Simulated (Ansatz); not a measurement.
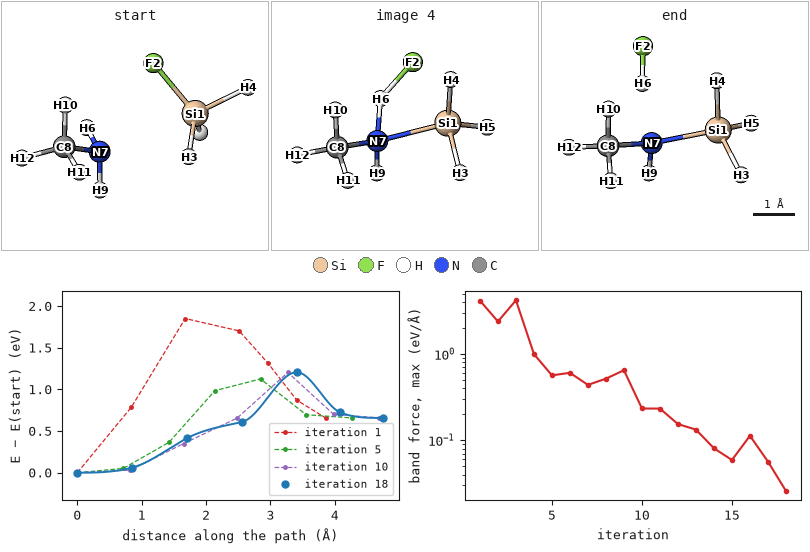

A nudged-elastic-band calculation for CH8FNSi, made up of SiH3F and CH5N. Images are numbered from 0 (start) to 6 (end). The plot follows the band through its iterations. Style: ball-and-stick. Shown from a free direction.

All numbers below come from RKS B3LYP-D4/def2-SVP in Ansatz. Settings: 5 movable images; climbing image; force threshold 0.05 eV/Å; iteration limit 60; spring constant 0.5 eV/Å²; starting path through a guess of the saddle point.

### Judge this run.

The run is converged, with reservations. The band converged in 18 iterations. The largest component of the band force went from 4.2 to 0.026 eV/Å. The climbing image converged on the top of the path. Its curvatures weren't checked. The first iteration put the highest image at 1.85 eV. The highest point, image 4, lies 1.21 eV above the start and 0.55 eV above the end; the end is at +0.66 eV relative to the start.

Limits of the set-up: the start holds two separate molecules, 2.6 Å apart at their closest, whose relative position is a soft coordinate.

The run took 2.8 min on 2 threads of Arm Neoverse V2 (shared host), peak memory 0.2 GiB.
